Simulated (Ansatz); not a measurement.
Consider OsCl4 (Cmmm).

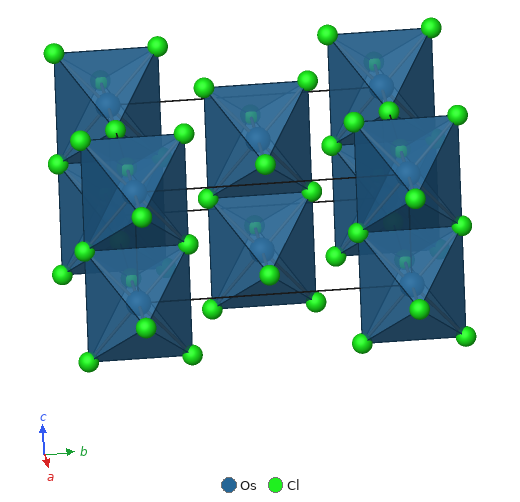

The structure (osmium blue, chlorine green). Some periodic images of atoms are drawn too.

Symmetry: Cmmm, No. 65, orthorhombic system. The conventional cell has a = 7.929 Å, b = 8.326 Å, c = 3.560 Å, α = 90.00°, β = 90.00°, γ = 90.00°. Nearest to Os lie 6 Cl at 2.26 to 2.38 Å. Nearest to Cl lie 2 Os at 2.38 Å. Cl has 1 Os at 2.26 Å nearest. Farther neighbours and most contacts between anions are not listed.

```xyz
5
Lattice="3.9645 -2.9437 2.9437 3.9645 2.9437 -2.9437 0.0000 2.5173 2.5173" Properties=species:S:1:pos:R:3 pbc="T T T"
Os    0.0000    0.0000    0.0000
Cl    3.9645   -0.5700    3.0873
Cl    3.9645    3.0873   -0.5700
Cl    2.2614    0.0000    0.0000
Cl    5.6676    0.0000    0.0000
```

The cell and positions come from the Crystallography Open Database and are kept as given unless a step says otherwise. Spin-orbit coupling is left out unless a run names it. PAW set soft_2, made with PBE.

A constrained-RPA run (Ansatz 0.2.0; non-magnetic LDA; Os t2g + anion p, bands v14 to c1, 4×4×6 mesh, medium accuracy) builds 15 functions on bands 7.4 eV wide, with 28.0 electrons in the window. The bare on-site interaction is 14.1 eV and the bare J 0.58 eV.

Estimate U, U′ and J.

On the Os t2g shell, U = 4.09 eV (29 % of the bare value), U′ = 3.20 eV, J = 0.41 eV.

The parent state is non-magnetic and the interaction static (zero frequency); U depends on the window and the orbitals, so it belongs to this model alone. Spin-orbit coupling, which is strong for atoms this heavy, is left out. A window that holds the anion p bands defines a model with explicit ligands; its U belongs to that model and is not the U of DFT+U.

[Paths, hosts, dates, memory and timing lines, banners, echoed tables and standing remarks are left out of the program output.]

[Logs are printed without paths, hosts, clocks, repeated set-up lines and the standing remarks that a program may print on its own settings, such as how far it seeks lower states.]

[Runs of the session that timed out or met a known fault of the program may be left out.]

[Hosts, paths, dates, database ids (printed as entryN), source tags and the programs' standing remarks are cut or masked in the printed files.]
